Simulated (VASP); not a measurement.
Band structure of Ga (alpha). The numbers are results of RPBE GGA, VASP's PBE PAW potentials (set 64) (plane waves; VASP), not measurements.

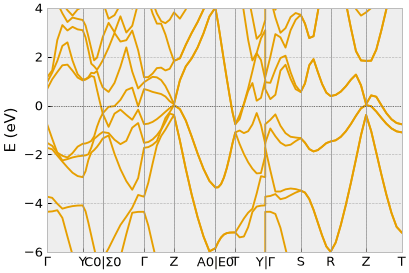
Bands along high-symmetry lines, zero at the valence-band maximum or, without a gap, the Fermi level

Task: Read the plot: is there a gap, and where are the band edges?

Result: It has no gap at this level: it comes out as a metal or semimetal. (Edges off the drawn lines would not show.)

The compound is Ga in the alpha structure. It was relaxed first, which changed the volume by +8 %.
